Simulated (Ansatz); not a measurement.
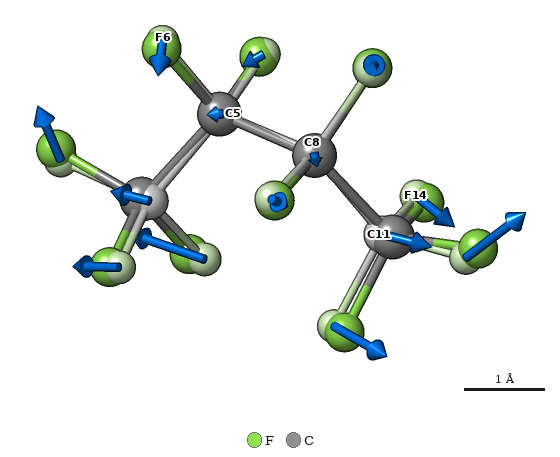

This is a relaxation of C4F10 (coarse preliminary run). The starting structure is drawn faded, the final one solid; blue arrows show the displacements, 5 times their true length. The two geometries are superimposed by the best rigid fit.

A ball-and-stick model, seen at a tilt.

The start comes from a force field.

Level of theory: RKS PBE-D4/def2-SVP (Ansatz 0.2.0). Settings: force threshold 0.03 eV/Å; at most 200 steps.

### What happened in the run?

The energy falls by 60.2 kJ/mol in 3 geometry steps. The largest force component goes from 3.1 to 0.013 eV/Å. The atom that moves furthest after the best rigid fit is an F atom (0.25 Å). By element the largest moves are F 0.25 Å, C 0.14 Å. Among the contacts that change: C–F 1.423 → 1.354 Å, C–C 1.510 → 1.559 Å, C–F 1.400 → 1.355 Å, C–F 1.296 → 1.341 Å. Among the angles between lasting bonds that change: C–C–C 112.1° → 117.4°, F–C–F 104.0° → 109.1°, F–C–C 112.0° → 107.5°.
